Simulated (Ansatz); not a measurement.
```json
{"atom": "O", "x (Å)": "0.0070", "y (Å)": "0.2726", "z (Å)": "1.8802"}
{"atom": "C", "x (Å)": "0.7526", "y (Å)": "-0.1907", "z (Å)": "0.7872"}
{"atom": "Te", "x (Å)": "1.7131", "y (Å)": "-2.1954", "z (Å)": "1.3512"}
{"atom": "C", "x (Å)": "-0.0238", "y (Å)": "-0.2750", "z (Å)": "-0.5288"}
{"atom": "Si", "x (Å)": "-0.9855", "y (Å)": "1.3447", "z (Å)": "-0.9308"}
{"atom": "H", "x (Å)": "-0.7585", "y (Å)": "-0.3261", "z (Å)": "1.9931"}
{"atom": "H", "x (Å)": "1.6202", "y (Å)": "0.4908", "z (Å)": "0.6960"}
{"atom": "H", "x (Å)": "1.5186", "y (Å)": "-2.8773", "z (Å)": "-0.1772"}
{"atom": "H", "x (Å)": "-0.7576", "y (Å)": "-1.1115", "z (Å)": "-0.5111"}
{"atom": "H", "x (Å)": "0.6711", "y (Å)": "-0.4879", "z (Å)": "-1.3684"}
{"atom": "H", "x (Å)": "-1.4412", "y (Å)": "1.2829", "z (Å)": "-2.3658"}
{"atom": "H", "x (Å)": "-0.0941", "y (Å)": "2.5440", "z (Å)": "-0.7527"}
{"atom": "H", "x (Å)": "-2.2018", "y (Å)": "1.4942", "z (Å)": "-0.0580"}
```

Core potentials replace the inner electrons of Te.

The calculation used RKS revPBE/def2-SVP (Ansatz).

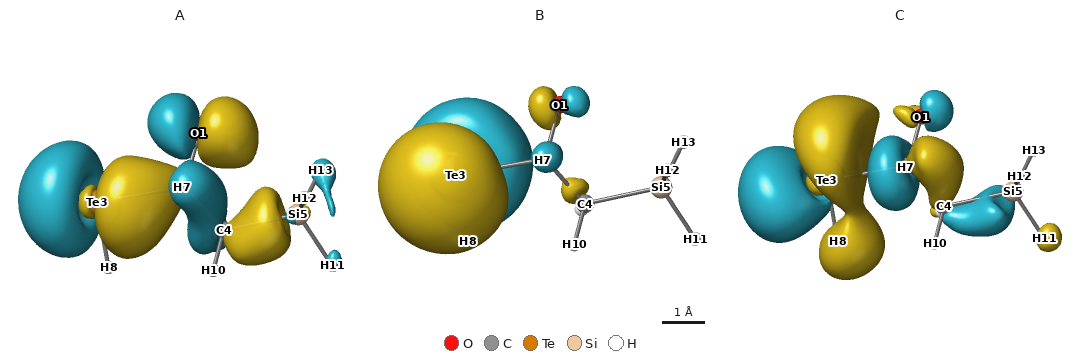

C2H8OSiTe. Three frontier orbitals at ±0.08 Å⁻³ᐟ² (yellow and cyan are the two phases), in no order.

**Which picture is the HOMO−1, the HOMO and the LUMO?**

A is the HOMO−1 (−6.12 eV). It lies mainly on Te3 (about 40 %), O1 (about 30 %), C2 (about 15 %) and C4 (about 5 %). B is the HOMO (−4.97 eV). It lies mainly on Te3 (about 90 %). C is the LUMO (−1.62 eV). By Hirshfeld shares it lies mainly on Te3 (about 55 %), C2 (about 20 %) and H8 (about 5 %).

**What is the HOMO–LUMO gap?**

3.35 eV between the orbital energies.
